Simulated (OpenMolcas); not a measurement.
**Multiconfigurational calculation, with input and output: Pd²⁺ complex**

- system: Pd²⁺ with 6 ligands (O; octahedron, 2.298 Å), embedded in CaO by model potentials and point charges, whose field is part of the energies.
- method: state-averaged CASSCF, active space 8 electrons in the shell 4d, basis ANO-RCC-VTZP on the metal and ANO-RCC-VDZP on the ligands, DKH2 scalar Hamiltonian, spin-orbit coupling by RASSI with atomic mean-field integrals (OpenMolcas)

The program's output (extracts):
```
--- SEWARD ---
Basis set label: PD.ANO-RCC...7S6P4D2F1G.

      Electronic valence basis set:
      ------------------
      Associated Effective Charge  46.000000 au
      Associated Actual Charge     46.000000 au
      Nuclear Model: Point charge

      Shell  nPrim  nBasis  Cartesian Spherical Contaminant
         s      21       7        X
         p      18       6        X
         d      13       4                 X
         f       6       2                 X
         g       4       1                 X
                  Relativistic Douglas-Kroll-Hess integrals:
                    - DKH order of Hamiltonian: 2
                    - DKH order of Properties : 0
                  Atomic mean-field integrals
--- RASSCF ---
Wave function specifications:
      -----------------------------

      Number of closed shell electrons          96
      Number of electrons in active shells       8
      Max number of holes in RAS1 space          0
      Max nr of electrons in RAS3 space          0
      Number of inactive orbitals               48
      Number of active orbitals                  5
      Number of secondary orbitals             123
      Spin quantum number                      1.0
      State symmetry                             1
Orbital specifications:
      -----------------------

      Symmetry species                           1   2
                                                ag  au
      Frozen orbitals                            0   0
      Inactive orbitals                         24  24
      Active orbitals                            5   0
      RAS1 orbitals                              0   0
      RAS2 orbitals                              5   0
      RAS3 orbitals                              0   0
      Secondary orbitals                        61  62
      Deleted orbitals                           0   0
      Number of basis functions                 90  86
      Number of CSFs                            10
      Number of root(s) required                10
      Iter CI   SX   CI       RASSCF       Energy    max ROT     max BLB   max BLB  Level Ln srch  Step   QN
          iter iter root      energy       change     param      element    value   shift minimum  type update
 Nr of preliminary CI iterations:   1
      Total energies have been shifted. Add                -5000.00 au
        1   1   12    0  -497.06520569    0.00E+00  -6.00E-02   11  48 2 -4.61E-01*  1.53   0.00    SX    NO
        2   1   13    0  -498.60608298   -1.54E+00* -6.71E-02   12  32 2  1.92E-01*  1.22   0.00    SX    NO
        3   1   13    0  -498.98647825   -3.80E-01* -5.32E-02   12  32 2  9.17E-02*  1.06   0.00    SX    NO
        4   1   13    0  -499.05498120   -6.85E-02* -3.36E-02   24  34 2  4.83E-02*  1.00   0.00    SX    NO
        5   1   12    0  -499.07642706   -2.14E-02* -3.95E-02   24  34 2  2.98E-02*  0.98   2.47    LS   YES
        6   1   12    0  -499.08784612   -1.14E-02* -1.59E-02   25  31 1 -1.42E-02*  0.95   1.26    QN   YES
        7   1   11    0  -499.09049263   -2.65E-03* -1.12E-02   26  32 1 -8.17E-03*  0.94   1.75    LS   YES
        8   1   11    0  -499.09108062   -5.88E-04* -2.16E-03   26  47 1 -6.48E-03*  0.94   1.06    QN   YES
        9   1   10    0  -499.09156580   -4.85E-04* -1.08E-03   12  84 2  2.93E-03*  0.94   1.50    LS   YES
       10   1   10    0  -499.09162715   -6.14E-05* -8.28E-04    9  44 2  1.87E-03*  0.94   1.01    QN   YES
       11   1    9    0  -499.09164966   -2.25E-05* -5.10E-04   24  78 2  6.93E-04*  0.94   1.62    LS   YES
       12   1    9    0  -499.09165380   -4.15E-06* -8.09E-04    7  45 2  1.03E-03*  0.94   1.06    QN   YES
       13   1    9    0  -499.09165693   -3.13E-06* -3.36E-04   10  48 2  2.22E-04*  0.94   1.18    QN   YES
       14   1    8    0  -499.09165764   -7.12E-07*  3.19E-04    4  46 1 -8.67E-05   0.94   1.41    QN   YES
       15   1    7    0  -499.09165788   -2.37E-07* -1.16E-04    7  45 2 -6.90E-05   0.94   1.18    QN   YES
       16   1    7    0  -499.09165791   -3.38E-08* -5.16E-05    9  47 2 -1.90E-05   0.94   1.41    QN   YES
       17   1    6    0  -499.09165793   -2.01E-08* -1.29E-05   12  32 2  1.05E-05   0.94   1.03    QN   YES
       18   1    5    0  -499.09165793   -1.36E-09  -6.19E-06    7  45 2  4.97E-06   0.94   1.25    QN   YES
      Convergence after 18 iterations
       19   1    5    0  -499.09165793   -2.65E-10  -6.19E-06   24  78 2  1.91E-06   0.94   1.25    QN   YES
      Natural orbitals and occupation numbers for root  1
      sym 1:   2.000000   2.000000   1.000000   2.000000   1.000000
      Natural orbitals and occupation numbers for root  2
      sym 1:   1.001171   2.000000   1.001171   1.998829   1.998829
      Natural orbitals and occupation numbers for root  3
      sym 1:   1.998218   2.000000   1.001782   1.001782   1.998218
::    RASSCF root number  1 Total energy:  -5499.18586806
::    RASSCF root number  2 Total energy:  -5499.12137037
::    RASSCF root number  3 Total energy:  -5499.12137037
::    RASSCF root number  4 Total energy:  -5499.12137037
::    RASSCF root number  5 Total energy:  -5499.08839885
::    RASSCF root number  6 Total energy:  -5499.08839885
::    RASSCF root number  7 Total energy:  -5499.08839885
::    RASSCF root number  8 Total energy:  -5499.03380122
::    RASSCF root number  9 Total energy:  -5499.03380122
::    RASSCF root number 10 Total energy:  -5499.03380122
--- RASSCF ---
Wave function specifications:
      -----------------------------

      Number of closed shell electrons          96
      Number of electrons in active shells       8
      Max number of holes in RAS1 space          0
      Max nr of electrons in RAS3 space          0
      Number of inactive orbitals               48
      Number of active orbitals                  5
      Number of secondary orbitals             123
      Spin quantum number                      0.0
      State symmetry                             1
Orbital specifications:
      -----------------------

      Symmetry species                           1   2
                                                ag  au
      Frozen orbitals                            0   0
      Inactive orbitals                         24  24
      Active orbitals                            5   0
      RAS1 orbitals                              0   0
      RAS2 orbitals                              5   0
      RAS3 orbitals                              0   0
      Secondary orbitals                        61  62
      Deleted orbitals                           0   0
      Number of basis functions                 90  86
      Number of CSFs                            15
      Number of root(s) required                15
      Iter CI   SX   CI       RASSCF       Energy    max ROT     max BLB   max BLB  Level Ln srch  Step   QN
          iter iter root      energy       change     param      element    value   shift minimum  type update
 Nr of preliminary CI iterations:   1
      Total energies have been shifted. Add                -5000.00 au
        1   1    9    0  -499.03515711    0.00E+00   1.14E-02   26  32 1 -6.05E-03*  0.94   0.00    SX    NO
        2   1   10    0  -499.03579210   -6.35E-04*  8.02E-03   26  32 1 -3.91E-03*  0.94   0.00    SX    NO
        3   1   10    0  -499.03612871   -3.37E-04*  5.65E-03   26  32 1 -2.95E-03*  0.94   0.00    SX    NO
        4   1    9    0  -499.03631472   -1.86E-04* -4.42E-03   26  32 1 -2.10E-03*  0.94   0.00    SX    NO
        5   1    9    0  -499.03641950   -1.05E-04* -6.41E-03   26  32 1 -1.54E-03*  0.94   2.50    LS   YES
        6   1    9    0  -499.03651919   -9.97E-05* -6.94E-03   21  26 1 -8.39E-04*  0.93   2.12    LS   YES
        7   1    9    0  -499.03655773   -3.85E-05* -8.50E-04   16  30 1 -6.62E-04*  0.93   1.04    QN   YES
        8   1    8    0  -499.03656051   -2.79E-06* -1.27E-03   16  30 1 -4.27E-04*  0.93   2.50    LS   YES
        9   1    9    0  -499.03656226   -1.75E-06* -6.49E-04   10  34 2  5.40E-04*  0.93   1.11    QN   YES
       10   1    8    0  -499.03656324   -9.83E-07*  2.50E-04   16  32 2  9.78E-05   0.93   1.11    QN   YES
       11   1    7    0  -499.03656337   -1.26E-07*  6.77E-05   16  32 2  5.38E-05   0.93   1.16    QN   YES
       12   1    6    0  -499.03656341   -3.96E-08* -2.96E-05   16  30 1  1.85E-05   0.93   1.10    QN   YES
       13   1    6    0  -499.03656342   -1.51E-08* -6.71E-06   16  30 1  8.69E-06   0.93   1.02    QN   YES
       14   1    4    0  -499.03656342   -5.29E-10  -1.63E-06   16  30 1  3.40E-06   0.93   1.31    QN   YES
      Convergence after 14 iterations
       15   1    4    0  -499.03656342   -1.22E-10  -1.63E-06   29  35 1  1.43E-06   0.93   1.31    QN   YES
      Natural orbitals and occupation numbers for root  1
      sym 1:   1.993130   1.999962   1.007415   1.992077   1.007415
      Natural orbitals and occupation numbers for root  2
      sym 1:   1.990151   1.996983   1.007415   1.998036   1.007415
      Natural orbitals and occupation numbers for root  3
      sym 1:   1.947981   1.947981   1.078028   1.947981   1.078028
::    RASSCF root number  1 Total energy:  -5499.12920156
::    RASSCF root number  2 Total energy:  -5499.12920156
::    RASSCF root number  3 Total energy:  -5499.08738317
::    RASSCF root number  4 Total energy:  -5499.06655260
::    RASSCF root number  5 Total energy:  -5499.06655260
::    RASSCF root number  6 Total energy:  -5499.06655260
::    RASSCF root number  7 Total energy:  -5499.04919543
::    RASSCF root number  8 Total energy:  -5499.04919543
::    RASSCF root number  9 Total energy:  -5499.04919543
::    RASSCF root number 10 Total energy:  -5498.99127185
::    RASSCF root number 11 Total energy:  -5498.99127185
::    RASSCF root number 12 Total energy:  -5498.99063420
::    RASSCF root number 13 Total energy:  -5498.99063420
::    RASSCF root number 14 Total energy:  -5498.99063420
::    RASSCF root number 15 Total energy:  -5498.90097469
--- RASSI ---
SPIN-FREE ENERGIES:
  (Shifted by EMIN (a.u.) =      -5499.1858680585)

 SF State       Relative EMIN(au)   Rel lowest level(eV)    D:o, cm**(-1)

     1             0.0000000000        0.0000000000              0.0000
    11             0.0566664982        1.5419739704          12436.8588
    12             0.0566664982        1.5419739704          12436.8588
     4             0.0644976933        1.7550716448          14155.6075
     2             0.0644976933        1.7550716448          14155.6075
     3             0.0644976933        1.7550716448          14155.6075
     7             0.0974692133        2.6522724111          21392.0197
     5             0.0974692133        2.6522724111          21392.0197
     6             0.0974692133        2.6522724111          21392.0197
    13             0.0984848859        2.6799102687          21614.9340
    14             0.1193154548        3.2467389243          26186.7154
    15             0.1193154548        3.2467389243          26186.7154
    16             0.1193154548        3.2467389243          26186.7154
    17             0.1366726266        3.7190516312          29996.1743
    18             0.1366726266        3.7190516312          29996.1743
    19             0.1366726274        3.7190516537          29996.1745
     8             0.1520668425        4.1379495852          33374.8142
     9             0.1520668425        4.1379495852          33374.8142
    10             0.1520668425        4.1379495852          33374.8142
    20             0.1945962092        5.2952326107          42708.9313
    21             0.1945962092        5.2952326107          42708.9313
    22             0.1952338628        5.3125840502          42848.8801
    23             0.1952338628        5.3125840502          42848.8801
    24             0.1952338628        5.3125840502          42848.8801
    25             0.2848933685        7.7523434900          62526.8670
     Dipole printing threshold changed to   1.00000000E+00
Eigenvalues of complex Hamiltonian:
   -----------------------------------
  (Shifted by EMIN (a.u.) =      -5499.1858680585)

 SO State       Relative EMIN(au)   Rel lowest level(eV)    D:o, cm**(-1)

     1            -0.0015124353        0.0000000000              0.0000
     2            -0.0015124353        0.0000000000              0.0000
     3            -0.0015124353        0.0000000000              0.0000
     4             0.0510630781        1.4306526026          11538.9914
     5             0.0510630781        1.4306526025          11538.9914
     6             0.0616655101        1.7191594762          13865.9563
     7             0.0616655101        1.7191594763          13865.9563
     8             0.0616655101        1.7191594760          13865.9563
     9             0.0641630067        1.7871198211          14414.0934
    10             0.0641630067        1.7871198207          14414.0934
    11             0.0657701575        1.8308526206          14766.8223
    12             0.0657701575        1.8308526207          14766.8223
    13             0.0657701575        1.8308526210          14766.8223
    14             0.0677030167        1.8834483999          15191.0358
    15             0.0868514063        2.4045026248          19393.6216
    16             0.0956938559        2.6451179358          21334.3149
    17             0.0956938559        2.6451179365          21334.3149
    18             0.0956938559        2.6451179360          21334.3149
    19             0.0998972044        2.7594968759          22256.8433
    20             0.0998972044        2.7594968764          22256.8433
    21             0.0998972044        2.7594968762          22256.8433
    22             0.1020794340        2.8188783688          22735.7873
    23             0.1020794340        2.8188783692          22735.7873
    24             0.1038279817        2.8664587744          23119.5492
    25             0.1172618825        3.2320138385          26067.9496
    26             0.1172618825        3.2320138384          26067.9496
    27             0.1172618825        3.2320138385          26067.9496
    28             0.1368743830        3.7656971662          30372.3959
    29             0.1368743830        3.7656971662          30372.3959
    30             0.1368743838        3.7656971879          30372.3961
    31             0.1524700601        4.1900771590          33795.2514
    32             0.1524700601        4.1900771589          33795.2514
    33             0.1526121315        4.1939431191          33826.4325
    34             0.1532673033        4.2117712502          33970.2261
    35             0.1532673033        4.2117712498          33970.2261
    36             0.1532673032        4.2117712497          33970.2261
    37             0.1541872801        4.2368050948          34172.1376
    38             0.1541872801        4.2368050947          34172.1376
    39             0.1541872801        4.2368050946          34172.1376
    40             0.1955208776        5.3615495818          43243.8137
    41             0.1955208776        5.3615495817          43243.8137
Weights of the five most important spin-orbit-free states for each spin-orbit state.

 SO State  Total energy (au)           Spin-free states, spin, and weights
 -------------------------------------------------------------------------------------------------------
    1        -0.001512       1 1.0  0.9802    4 1.0  0.0085    2 1.0  0.0061    3 1.0  0.0027   16 0.0  0.0012
    2        -0.001512       1 1.0  0.9802    4 1.0  0.0077    3 1.0  0.0061    2 1.0  0.0035   15 0.0  0.0013
    3        -0.001512       1 1.0  0.9802    3 1.0  0.0085    2 1.0  0.0077   14 0.0  0.0020    4 1.0  0.0011
    4         0.051063      12 0.0  0.6962    2 1.0  0.1655    3 1.0  0.1286    8 1.0  0.0028    4 1.0  0.0025
    5         0.051063      11 0.0  0.6962    4 1.0  0.1952    3 1.0  0.0691    2 1.0  0.0322   10 1.0  0.0023
    6         0.061666       2 1.0  0.4841    4 1.0  0.4830    6 1.0  0.0127    5 1.0  0.0125   18 0.0  0.0037
    7         0.061666       4 1.0  0.4843    3 1.0  0.4841    5 1.0  0.0127    7 1.0  0.0127   17 0.0  0.0038
    8         0.061666       2 1.0  0.4844    3 1.0  0.4829    6 1.0  0.0127    7 1.0  0.0125   19 0.0  0.0037
    9         0.064163       4 1.0  0.4234   11 0.0  0.2594    3 1.0  0.1457    2 1.0  0.0728    6 1.0  0.0537
   10         0.064163       2 1.0  0.3552    3 1.0  0.2822   12 0.0  0.2594    5 1.0  0.0640    7 1.0  0.0220
   11         0.065770       4 1.0  0.4765    3 1.0  0.4764    1 1.0  0.0164    5 1.0  0.0107    7 1.0  0.0107
   12         0.065770       4 1.0  0.4766    2 1.0  0.4764    1 1.0  0.0164    6 1.0  0.0107    5 1.0  0.0106
```

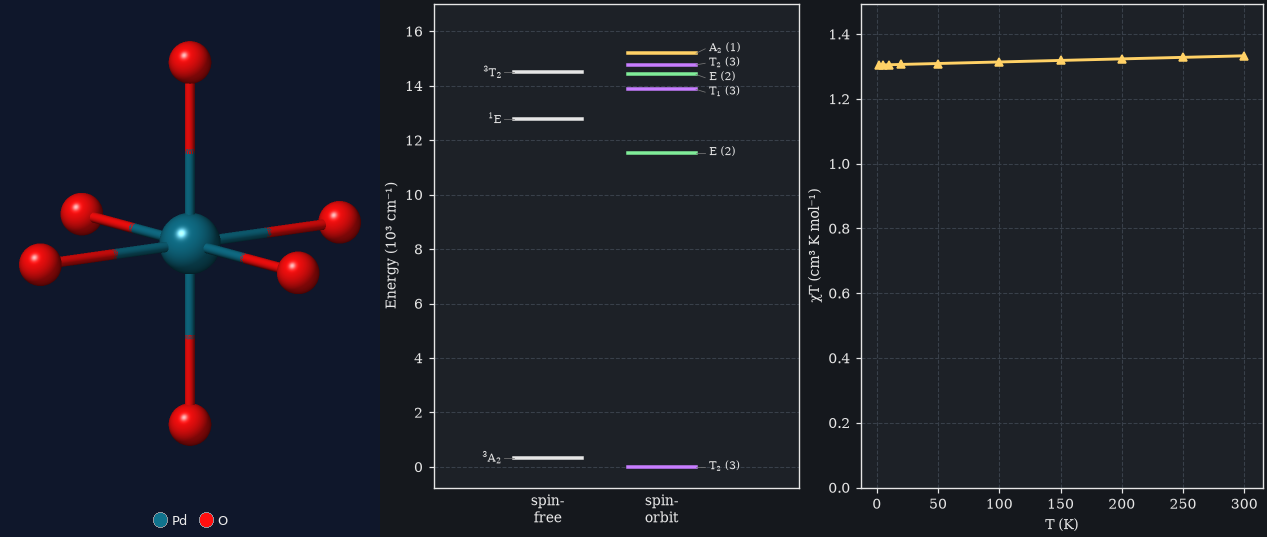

Fig. 1: Pd²⁺ (4d⁸) as a dopant in CaO, a cluster with its 6 nearest O²⁻ at 2.298 Å (octahedron) embedded in model potentials and point charges; the geometry was set, not optimised, and its levels and susceptibility. Labels give the representation in O, Td, D4 or D3 as the site allows (double group for half-integer spin) where it could be assigned and, in brackets, the degeneracy; spin-free states, where drawn, share the zero of the spin-orbit levels. Powder susceptibility by Van Vleck's formula. The ground level is T₂, 3-fold degenerate, 100 % from states of spin multiplicity 3. The next level lies at 11,500 cm⁻¹ (E). The lowest spin-free state is ³A₂; of the same spin there follows at 14,200 cm⁻¹ (³T₂) above it. χT is 1.30 cm³ K mol⁻¹ at 2 K and 1.33 at 300 K, an effective moment of 3.27 μB. The active orbitals hold 84 to 94 % metal character (Löwdin), and the Mulliken charge of the metal is +1.38.

The input:
```
&GATEWAY
Basis set
Pd.ANO-RCC-VTZP.
Pd1 0.0 0.0 0.0 Angstrom
End of basis
Basis set
O.ANO-RCC-VDZP.
L1 2.298000 0.000000 0.000000 Angstrom
L2 0.000000 2.298000 0.000000 Angstrom
L3 0.000000 0.000000 2.298000 Angstrom
End of basis
Basis set
Ca.EMB-AIMP.Pascual.13s7p.1s1p.ECP.CaO.
PseudoCharge
* 3 symmetry-unique lattice sites within 7.6 angstrom
End of basis
Basis set
Ca.EMB-AIMP.Pascual.0s.0s.ECP.CaO.
PseudoCharge
* 24 symmetry-unique lattice sites within 7.6 angstrom
End of basis
Basis set
O.EMB-AIMP.Pascual.0s.0s.ECP.CaO.
PseudoCharge
* 31 symmetry-unique lattice sites within 7.6 angstrom
End of basis
Symmetry
XYZ
AngMom=0.0 0.0 0.0
AMFI
RICD
XField
1037 Angstrom 0
* Evjen-weighted lattice charges
&SEWARD
&RASSCF
FileOrb=start.orb
Symmetry=1
Spin=3
nActEl=8 0 0
Inactive=24 24
Ras2=5 0
CIRoot=10 10 1
SDav=10
CIMx=300
Iter=150 100
PrWF=0.3
OrbListing=Nothing
MaxOrb=0
LevShft=1.0
>>> COPY $Project.JobIph JOB001
&RASSCF
FileOrb=start.orb
Symmetry=1
Spin=1
nActEl=8 0 0
Inactive=24 24
Ras2=5 0
CIRoot=15 15 1
SDav=15
CIMx=300
Iter=150 100
PrWF=0.3
OrbListing=Nothing
MaxOrb=0
LevShft=1.0
>>> COPY $Project.JobIph JOB002
&RASSI
NrOfJobIphs=2 10 15
1 2 3 4 5 6 7 8 9 10
1 2 3 4 5 6 7 8 9 10 11 12 13 14 15
IphNames
JOB001
JOB002
EJob
SpinOrbit
DIPRint=1.0
SOCoupling=1000.0
Subsets=2
Property=9
'ANGMOM' 1 'ANGMOM' 2 'ANGMOM' 3 'MLTPL  1' 1 'MLTPL  1' 2 'MLTPL  1' 3
'AMFI' 1 'AMFI' 2 'AMFI' 3
SOProperty=3
'ANGMOM' 1 'ANGMOM' 2 'ANGMOM' 3
```

The file start.orb holds starting orbitals from an earlier step. A driver script formed the levels outside the program, from RASSI's spin-orbit matrix and the active-space energies, averaged over the components of each term or state.

Run as:
```bash
OMP_NUM_THREADS=1 MOLCAS_MEM=2457 MOLCAS_PROJECT=a pymolcas a.inp > a.log  # once for each step of the input, in one work folder
```

Summary:

- outcome: converged
- energy of the lowest spin-free term: −5499.18587 hartree
- energy of the lowest spin-orbit level: −5499.18738 hartree
- largest spread among components of a term: 0.0 cm⁻¹
- hardware: 1 thread of Arm Neoverse V2, 24 GiB of memory available, shared host
- wall time: 33 s

Remarks:

Without dynamic correlation the splittings between terms come out too large, often by 20 to 50 %. To bear in mind: the geometry is set by hand, with no relaxation.
